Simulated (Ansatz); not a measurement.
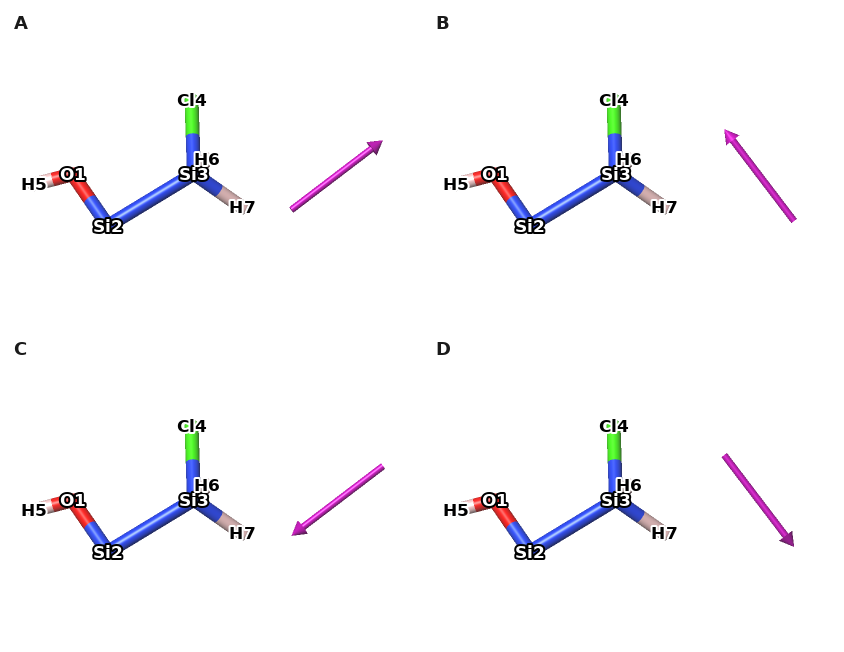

The same molecule four times, each with an arrow. The geometry was computed by an optimisation with PBE-D4/def2-SVP. No frequency run is at hand to confirm it as a minimum. Method: RKS PBE-D4/def2-SVP (Ansatz 0.2.0).

**Which arrow points along the dipole moment, from the negative to the positive end?**

C. The dipole moment is 2.58 D; it points from the side of Cl4 to the side of H5 (the outermost atoms at the two ends).
